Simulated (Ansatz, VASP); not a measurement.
# Cross-check of SrO between VASP and Ansatz, part 2 of 2

Aim: how closely do two programs agree when they are given the same cell, functional and k mesh?  Valence electrons are named where the data sets of a main pair hold unlike numbers.

VASP 6.6.1 and Ansatz 0.2.0.

So far. Step 3 (VASP: band structure, HSE06): The k-mesh is coarse for exact exchange; levels may shift by about 0.1 eV on a finer one.

The database entry behind the starting cell differs from later determinations by our own check (about 0.5 % short), so it need not match the best structure at ambient conditions.

## Step 4: Comparison

Known differences besides the potentials themselves: exact exchange at q = 0 is treated differently, which shows on coarse meshes; VASP keeps PBE cores, Ansatz makes them for the functional; the cutoff is 420 eV in Ansatz and 520 eV in VASP; VASP takes a coarser grid for exact exchange (PRECFOCK = Fast). Total energies have different zeros and are not compared.

Both answers:

```
                     quantity  Ansatz   VASP  difference
gap over the path points (eV)   4.816  4.763      +0.052
```

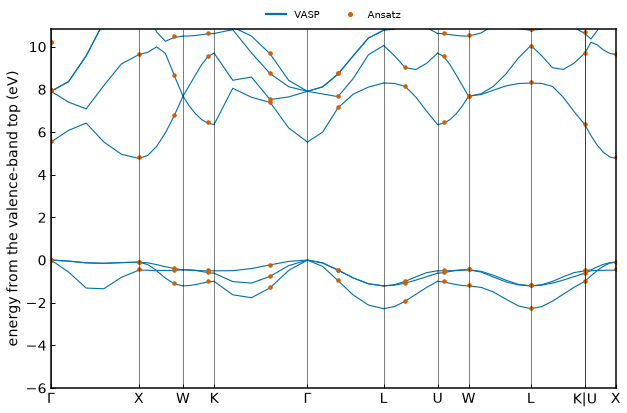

Bands from VASP (lines) and levels from Ansatz (dots). Dots without a line are higher empty bands that the VASP plot leaves out.

Levels at points of the path, from each program's valence-band top (eV; 3 filled, then empty):

```
k (reciprocal lattice)                              Ansatz                                VASP
     0.000 0.000 0.000       0.00 0.00 0.00 5.56 7.97 7.97       0.00 0.00 0.00 5.53 7.91 7.91
     0.500 0.000 0.500   -0.43 -0.08 -0.08 4.82 9.68 12.18   -0.47 -0.10 -0.10 4.76 9.63 12.11
     0.500 0.200 0.700   -1.09 -0.45 -0.37 6.80 8.69 10.49   -1.11 -0.49 -0.40 6.76 8.67 10.44
     0.400 0.350 0.750   -1.00 -0.57 -0.47 6.45 9.56 10.66   -1.03 -0.59 -0.50 6.41 9.54 10.61
     0.150 0.150 0.300    -1.29 -0.75 -0.21 7.42 7.55 8.79    -1.30 -0.76 -0.22 7.39 7.52 8.74
     0.200 0.200 0.200    -0.95 -0.46 -0.46 7.16 7.70 8.77    -0.96 -0.47 -0.47 7.13 7.66 8.72
     0.550 0.400 0.550   -1.90 -1.05 -0.97 8.18 9.04 11.05   -1.93 -1.08 -1.00 8.14 9.02 11.00
     0.600 0.250 0.650   -1.00 -0.57 -0.47 6.45 9.56 10.66   -1.03 -0.59 -0.50 6.41 9.54 10.61
     0.500 0.250 0.750   -1.19 -0.43 -0.43 7.71 7.71 10.56   -1.21 -0.46 -0.46 7.68 7.68 10.50
     0.500 0.500 0.500  -2.25 -1.18 -1.18 8.34 10.03 10.83  -2.28 -1.21 -1.21 8.30 10.06 10.77
```

Among the levels compared at these points, filled levels agree within 37 meV and empty ones within 73 meV.

## Step 5: VASP: band structure, HSE03

Levels along a path test the potential and the projectors away from the mesh points.

The run reads the wave functions of an earlier VASP run, which isn't shown here.

Contents of INCAR:

```
SYSTEM = SrO
PREC = Accurate
ENCUT = 520
EDIFF = 1E-06
NELM = 100
ISMEAR = 0
SIGMA = 0.02
LREAL = .FALSE.
ALGO = Normal
LHFCALC = .TRUE.
AEXX = 0.25
GGA = PE
HFSCREEN = 0.3
LASPH = .TRUE.
NBANDS = 14
PRECFOCK = Fast
LORBIT = 11
LWAVE = .FALSE.
LCHARG = .FALSE.
KPAR = 4
```

Contents of POSCAR:

```
SrO
1.0
    0.0000000000      2.5663000000      2.5663000000
    2.5663000000      0.0000000000      2.5663000000
    2.5663000000      2.5663000000      0.0000000000
Sr O
1 1
Direct
    0.5000000000      0.5000000000      0.5000000000
    0.0000000000      0.0000000000      0.0000000000
```

Contents of KPOINTS:

```
Automatic mesh
0
Gamma
5 5 5
0 0 0
```

Contents of KPOINTS_OPT:

```
Line mode
6
Line-mode
Reciprocal
  0.00000000   0.00000000   0.00000000 GAMMA
  0.50000000   0.00000000   0.50000000 X

  0.50000000   0.00000000   0.50000000 X
  0.50000000   0.25000000   0.75000000 W

  0.50000000   0.25000000   0.75000000 W
  0.37500000   0.37500000   0.75000000 K

  0.37500000   0.37500000   0.75000000 K
  0.00000000   0.00000000   0.00000000 GAMMA

  0.00000000   0.00000000   0.00000000 GAMMA
  0.50000000   0.50000000   0.50000000 L

  0.50000000   0.50000000   0.50000000 L
  0.62500000   0.25000000   0.62500000 U

  0.62500000   0.25000000   0.62500000 U
  0.50000000   0.25000000   0.75000000 W

  0.50000000   0.25000000   0.75000000 W
  0.50000000   0.50000000   0.50000000 L

  0.50000000   0.50000000   0.50000000 L
  0.37500000   0.37500000   0.75000000 K

  0.62500000   0.25000000   0.62500000 U
  0.50000000   0.00000000   0.50000000 X
```

Potentials, in the order of the species: Sr_sv and O (PBE family, release 64).

Run with:

```
mpirun -np 4 vasp_std
```

Numbers of over 12 decimals in the logs are rounded to 6 here.

Output:

```text
[... set-up lines as in an earlier step ...]
 entering main loop
       N       E                     dE             d eps       ncg     rms          rms(c)
DAV:   1    -0.139419302744E+02   -0.13942E+02   -0.22019E-01   286   0.566E+00    0.253E+00
DAV:   2    -0.139371134155E+02    0.48169E-02   -0.20565E-02   346   0.142E+00    0.119E+00
DAV:   3    -0.139368651020E+02    0.24831E-03   -0.27220E-03   310   0.482E-01    0.612E-01
DAV:   4    -0.139363480256E+02    0.51708E-03   -0.60706E-04   334   0.226E-01    0.351E-01
DAV:   5    -0.139362503611E+02    0.97665E-04   -0.20280E-04   340   0.124E-01    0.212E-01
DAV:   6    -0.139362121879E+02    0.38173E-04   -0.22265E-05   442   0.558E-02    0.118E-01
DAV:   7    -0.139362039898E+02    0.81981E-05   -0.81464E-06   342   0.316E-02    0.647E-02
DAV:   8    -0.139362021160E+02    0.18738E-05   -0.34190E-06   348   0.187E-02    0.368E-02
DAV:   9    -0.139362018397E+02    0.27632E-06   -0.89549E-07   212   0.102E-02
   1 F= -.13936202E+02 E0= -.13936202E+02  d E =-.103490E-24
 Start KPOINTS_OPT (optional k-point list driver)
k-point batch [1-10\60]
       N       E                     dE             ncg
DAV:   1    -0.934445267077E+03   -0.55287E+04      280
DAV:   2    -0.174527599924E+04   -0.81083E+03      354
DAV:   3    -0.180876408449E+04   -0.63488E+02      464
DAV:   4    -0.180990688185E+04   -0.11428E+01      342
DAV:   5    -0.180992144487E+04   -0.14563E-01      450
DAV:   6    -0.180992171874E+04   -0.27388E-03      376
DAV:   7    -0.180992172091E+04   -0.21680E-05      298
DAV:   8    -0.180992172100E+04   -0.85229E-07      218
[...]
k-point batch [51-60\60]
       N       E                     dE             ncg
DAV:   1    -0.101071585683E+04   -0.72164E+04      280
DAV:   2    -0.178228086931E+04   -0.77157E+03      384
DAV:   3    -0.183302934362E+04   -0.50748E+02      426
DAV:   4    -0.183411879116E+04   -0.10894E+01      408
DAV:   5    -0.183414425829E+04   -0.25467E-01      460
DAV:   6    -0.183414464773E+04   -0.38944E-03      392
DAV:   7    -0.183414465061E+04   -0.28806E-05      312
DAV:   8    -0.183414465070E+04   -0.95542E-07      272
```

OUTCAR, selected parts (step 5):

```text
 POSITION                                       TOTAL-FORCE (eV/Angst)
 -----------------------------------------------------------------------------------
      2.56630      2.56630      2.56630        -0.000000     -0.000000     -0.000000
      0.00000      0.00000      0.00000         0.000000      0.000000      0.000000
 -----------------------------------------------------------------------------------
    total drift:                               -0.000000      0.000000      0.000000

  FREE ENERGIE OF THE ION-ELECTRON SYSTEM (eV)
  ---------------------------------------------------
  free  energy   TOTEN  =       -13.9362018397 eV

  energy  without entropy=      -13.9362018397  energy(sigma->0) =      -13.93620184

[... 2 parts as in an earlier step ...]

[... 1 further part left out ...]
[key lines of the parts left out:]
E-fermi :   0.9040
```

## Step 6: Ansatz: band structure, HSE03

The same cell, functional, mesh and smearing now go to Ansatz, which takes its cutoff from its data sets.

Contents of input.yaml:

```yaml
crystal:
  lattice:
    - [0.0, 2.5663, 2.5663]
    - [2.5663, 0.0, 2.5663]
    - [2.5663, 2.5663, 0.0]
  atoms:
    - { symbol: Sr, position: [0.5, 0.5, 0.5] }
    - { symbol: O, position: [0.0, 0.0, 0.0] }
hamiltonian:
  xc: { exchange: pbe, correlation: pbe, exx: { coeff: 0.25, omega: 0.3 } }
  pseudopotentials: { kind: paw }
kpoints:
  mp_grid: { grid: [5, 5, 5] }
  band_path:
    path:
      - [0.0, 0.0, 0.0]
      - [0.5, 0.0, 0.5]
      - [0.5, 0.2, 0.7]
      - [0.4, 0.35, 0.75]
      - [0.15, 0.15, 0.3]
      - [0.2, 0.2, 0.2]
      - [0.55, 0.4, 0.55]
      - [0.6, 0.25, 0.65]
      - [0.5, 0.25, 0.75]
      - [0.5, 0.5, 0.5]
      - [0.375, 0.375, 0.75]
      - [0.5, 0.0, 0.5]
    npoints: 1
scf:
  occupations: { method: gaussian, width: 0.02 }
  n_extra_bands: 7
output:
  forces: true
  stress: true
  eigenvalues: true
```

Run with:

```
ansatz run input.yaml --threads 4 --pin off --max-ram 9216MiB --backend cpu --events-out ev --progress --plain --runs-dir out
```

Output:

```text
[...]
Crystal: 2 atoms, lattice volume = 33.803 Å³
Basis set: ecut = 420 eV, 645 PW (Γ), exchange–correlation on 50×50×50 points (8 copies of the dense FFT grid, shifted against one another)
Bands: 15, of which v1, the nominal top of the filled ones, is band 8 counted from 1 (7 counted from 0)
Symmetry: 48 space group operations
[...]
k-points: 10 of 125
[...]
--- Band table (eV; the first three rows and the last of 10) ---
  k-point 0: bands = [... 4 lower, -7.4265, 7.0692, 7.0692, 7.0692, 12.3761, 14.7418, 14.7418, 14.7418, ... 3 higher]
  k-point 1: bands = [... 4 lower, -6.9900, 6.1326, 6.6207, 6.6207, 13.9615, 14.4759, 15.5342, 15.5342, ... 3 higher]
  k-point 2: bands = [... 4 lower, -6.5251, 5.0222, 6.0008, 6.0008, 14.9151, 16.4186, 17.2185, 17.2185, ... 3 higher]
  k-point 9: bands = [... 4 lower, -7.0119, 5.8573, 6.3646, 6.6971, 13.7235, 15.5646, 17.4207, 19.1535, ... 3 higher]
[key lines of the parts left out:]
Free energy (F): -4116.919323 eV
Fermi energy:    9.439181 eV
P = ⅓ Tr σ = 1.2422 GPa (12.422 kbar)
```

Elapsed: 8.4 s, on 4 threads of Arm Neoverse V2, shared host; peak memory 0.72 GiB.

## Step 7: Comparison

Both answers:

```
                     quantity  Ansatz   VASP  difference
gap over the path points (eV)   4.545  4.494      +0.051
```

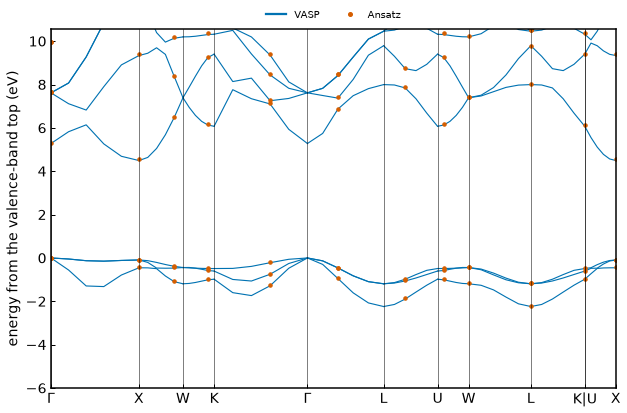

Bands from VASP (lines) and levels from Ansatz (dots). Dots without a line are higher empty bands that the VASP plot leaves out.

Levels at points of the path, from each program's valence-band top (eV; 3 filled, then empty):

```
k (reciprocal lattice)                             Ansatz                               VASP
     0.000 0.000 0.000      0.00 0.00 0.00 5.31 7.67 7.67      0.00 0.00 0.00 5.28 7.62 7.62
     0.500 0.000 0.500  -0.42 -0.08 -0.08 4.54 9.39 11.88  -0.45 -0.09 -0.09 4.49 9.34 11.80
     0.500 0.200 0.700  -1.07 -0.44 -0.36 6.51 8.40 10.19  -1.09 -0.47 -0.39 6.48 8.38 10.14
     0.400 0.350 0.750  -0.99 -0.56 -0.45 6.17 9.26 10.36  -1.01 -0.58 -0.49 6.13 9.24 10.30
     0.150 0.150 0.300   -1.27 -0.74 -0.21 7.13 7.28 8.49   -1.28 -0.75 -0.22 7.10 7.25 8.44
     0.200 0.200 0.200   -0.94 -0.45 -0.45 6.89 7.41 8.46   -0.95 -0.46 -0.46 6.87 7.37 8.42
     0.550 0.400 0.550  -1.87 -1.04 -0.95 7.88 8.75 10.73  -1.90 -1.06 -0.98 7.84 8.73 10.68
     0.600 0.250 0.650  -0.99 -0.56 -0.45 6.17 9.26 10.36  -1.01 -0.58 -0.49 6.13 9.24 10.30
     0.500 0.250 0.750  -1.17 -0.41 -0.41 7.42 7.42 10.25  -1.19 -0.44 -0.44 7.39 7.39 10.20
     0.500 0.500 0.500  -2.21 -1.16 -1.16 8.04 9.77 10.52  -2.24 -1.19 -1.19 8.00 9.79 10.46
```

Among the levels compared at these points, filled levels agree within 37 meV and empty ones within 72 meV.

## Step 8: Summary of results

```yaml
largest_difference_of_a_filled_level_at_the_path_points_band_structure_hse06: 37 meV
difference_in_gap_over_the_path_points_band_structure_hse06: 0.052 eV
largest_difference_of_a_filled_level_at_the_path_points_band_structure_hse03: 37 meV
difference_in_gap_over_the_path_points_band_structure_hse03: 0.051 eV
```

What this shows: The difference in gap over the path points is 0.052 eV (band structure, HSE06), within the 0.08 eV picked in this series as the mark of a large difference. Such differences can come from data sets, numerical settings and the points named under the comparisons, not from the functional's error against experiment.

[Lines on the potential files, build, host, timing and source positions are cut from VASP's logs without a mark.]

[Logs are printed without paths, hosts, clocks, repeated set-up lines and the standing remarks that a program may print on its own settings, such as how far it seeks lower states.]

[Hosts, paths, dates, database ids (printed as entryN), source tags and the programs' standing remarks are cut or masked in the printed files.]
